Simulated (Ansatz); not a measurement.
A series of calculations on CH₆Si

Part 1: Relaxation

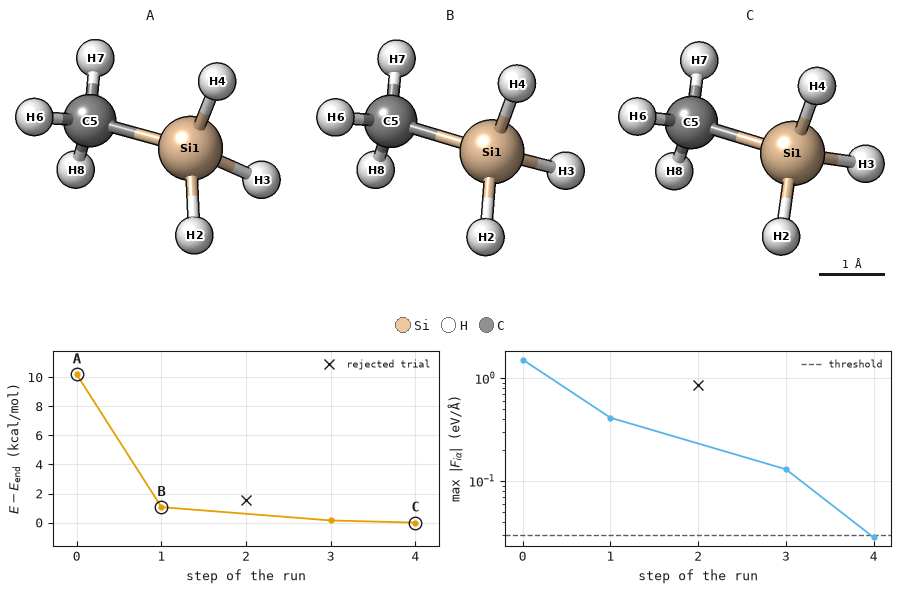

Frames of a relaxation of CH$_{6}$Si, marked on the history of the run. A ball-and-stick model, seen at a tilt.

The run prepares an end point of a later path (reaction) calculation, from a guessed geometry.

Method: RKS PBE0-D4/def2-SVP in Ansatz. (no spin polarisation; force threshold 0.03 eV/Å; at most 50 steps)

### Describe the path.

The energy falls by 10.2 kcal/mol in 3 accepted moves (4 points after the start). Largest force component: 1.5 eV/Å at the start, 0.028 eV/Å at the end. The line search rejected the trial step at point 2 of the run. The atom that moves furthest after the best rigid fit is H3 (0.31 Å). Largest moves by element: H 0.31 Å, Si 0.09 Å, C 0.04 Å. Some distances before and after: Si1–H2 1.458 → 1.496 Å, Si1–H4 1.492 → 1.496 Å, Si1–C5 1.874 → 1.878 Å. Among the angles between lasting bonds that change: H2–Si1–H3 82.2° → 108.1°, H2–Si1–H4 113.1° → 108.2°, H2–Si1–C5 115.5° → 110.8°. From step 0 to 1: H atoms move most (0.20 Å), energy −9.13 kcal/mol. From step 1 to 4: H3 moves most (0.12 Å), energy −1.07 kcal/mol.

```csv
step,"E − E(0), kcal/mol","largest force component, eV/Å",note
0,0.00,1.5103,
1,-9.13,0.4115,
2,-8.61,0.8563,rejected
3,-10.04,0.1298,
4,-10.19,0.0282,
```

Part 2: Relaxation

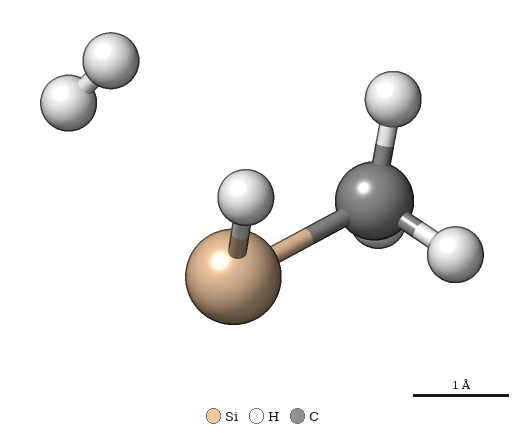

CH6Si, before the relaxation. A ball-and-stick model, seen from a free direction.

The run prepares an end point of a later path (reaction) calculation, from a guessed geometry.

All numbers below come from RKS PBE0-D4/def2-SVP (Ansatz 0.2.0).

Input
```yaml
crystal:
  periodic: [false, false, false]
  atoms:
    - { symbol: Si, position_ang: [-0.027542, 0.193251, -1.039256] }
    - { symbol: H, position_ang: [1.131556, -0.058572, 1.340439] }
    - { symbol: H, position_ang: [1.729915, -0.01462, 0.940654] }
    - { symbol: H, position_ang: [-0.904023, 0.99045, -0.062041] }
    - { symbol: C, position_ang: [-0.848351, -1.484602, -0.679047] }
    - { symbol: H, position_ang: [-1.202577, -1.672363, 0.349452] }
    - { symbol: H, position_ang: [-1.759493, -1.424763, -1.32292] }
    - { symbol: H, position_ang: [-0.272085, -2.348781, -1.048482] }
basis:
  gaussian: { orbitals: def2-SVP }
hamiltonian:
  xc: pbe0
  dispersion: d4
relax:
  f_tol: 0.03
  max_steps: 50
```

Run as
```bash
ansatz run input.yaml --threads 1 --pin off --max-ram 2048MiB --backend cpu --events-out ev --progress --plain --runs-dir out
```

### What does the optimiser find from here?

H3 moves most after the best rigid fit: 0.53 Å. By element the largest moves are H 0.53 Å, Si 0.35 Å, C 0.11 Å. Near-neighbour distances that change, for instance: Si1–H3 2.656 → 1.791 Å, Si1–H2 2.659 → 1.888 Å, H2–H3 0.721 → 0.822 Å, Si1–C5 1.902 → 1.921 Å. Bond angles that change, for instance: H4–Si1–C5 95.2° → 99.0°, Si1–C5–H7 101.3° → 104.6°, Si1–C5–H8 113.7° → 111.6°. The energy falls by 0.249 eV in 7 geometry steps. The largest force component goes from 1.5 to 0.011 eV/Å.

History of the run:

| step | E − E(0), eV | largest force component, eV/Å |
| --- | --- | --- |
| 0 | 0.0000 | 1.5232 |
| 1 | -0.0954 | 0.2369 |
| 2 | -0.1806 | 0.3046 |
| 3 | -0.2166 | 0.5026 |
| 4 | -0.2328 | 0.3862 |
| 5 | -0.2472 | 0.1398 |
| 6 | -0.2486 | 0.0408 |
| 7 | -0.2491 | 0.0110 |

Final geometry:

```xyz
8

Si    0.1920    0.1719   -0.7713
H     0.7193   -0.0602    1.0268
H     1.3843   -0.0709    0.5431
H    -0.6593    1.0461    0.1490
C    -0.7763   -1.4787   -0.5997
H    -1.1960   -1.7197    0.3872
H    -1.6305   -1.3743   -1.2936
H    -0.1861   -2.3341   -0.9627
```

After the run, drawn alike:

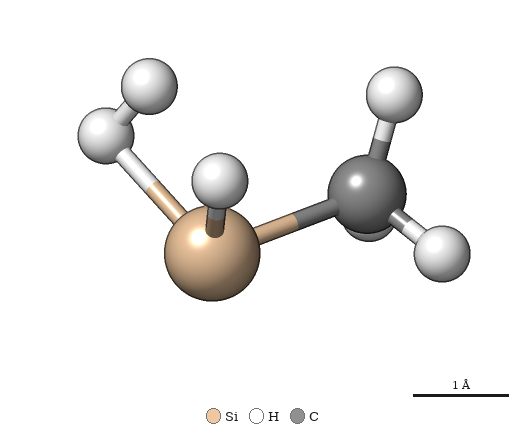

Limits of the set-up: the start holds two separate molecules, 2.7 Å apart at their closest, whose relative position is a soft coordinate.

Part 3: Path

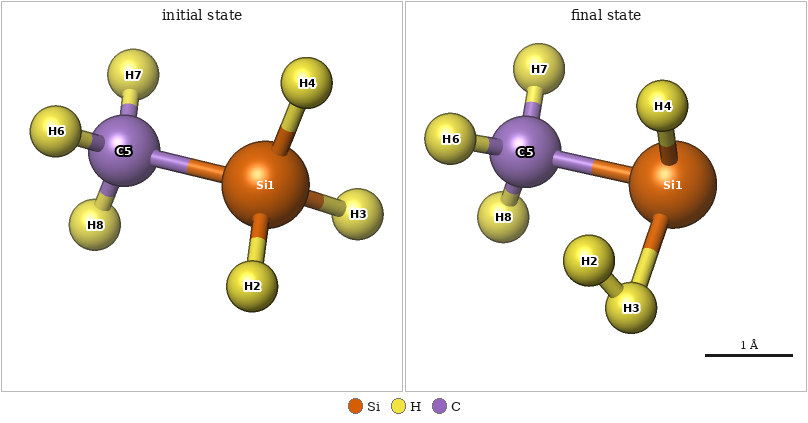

The two relaxed end points of a path for CH6Si. The picture is a ball-and-stick view, seen at a tilt.

The calculation used RKS PBE0-D4/def2-SVP (Ansatz 0.2.0).

Run with 9 movable images; climbing image; force threshold 0.05 eV/Å; iteration limit 60.

Start:
```xyz
8

Si    0.1786   -0.0335    0.1345
H     0.5741   -0.2757    1.5569
H     1.4228    0.2137   -0.6585
H    -0.6590    1.2053    0.0874
C    -0.7688   -1.5025   -0.5527
H    -1.6711   -1.7020    0.0456
H    -1.0831   -1.3152   -1.5910
H    -0.1461   -2.4102   -0.5435
```

End:
```xyz
8

Si    0.2596    0.1455   -0.7537
H     0.6214   -0.0410    1.0900
H     1.3261   -0.0781    0.6678
H    -0.6517    1.0622    0.0619
C    -0.7533   -1.4818   -0.6213
H    -1.2632   -1.6852    0.3309
H    -1.5407   -1.3835   -1.3910
H    -0.1508   -2.3581   -0.9058
```

Q: What barrier does the band find between them, and by what path?

A: Forward barrier 2.64 eV, backward barrier 0.17 eV, with image 8 at the top; the reaction energy is +2.47 eV. Forming: H2–H3 (2.42 → 1.09 at the top → 0.82 Å). The band converged in 13 iterations. The largest component of the band force went from 3.8 to 0.041 eV/Å. The climbing image converged on the top of the path. Its vibrational analysis gives one imaginary mode (998i cm⁻¹), as a transition state must have.

Energies of the converged images:

```
image  path (Å)  E (eV)
    0      0.00   0.000
    1      0.21   0.007
    2      0.42   0.061
    3      0.64   0.240
    4      0.85   0.611
    5      1.06   1.188
    6      1.28   1.874
    7      1.49   2.437
    8      1.71   2.644
    9      2.15   2.477
   10      2.60   2.471
```

The geometry at the top of the path:

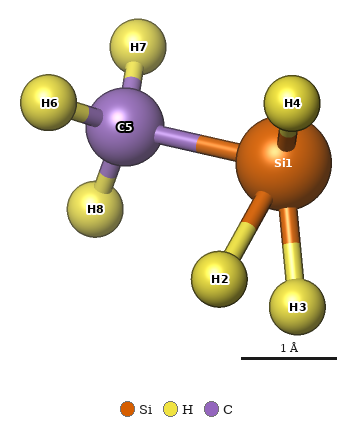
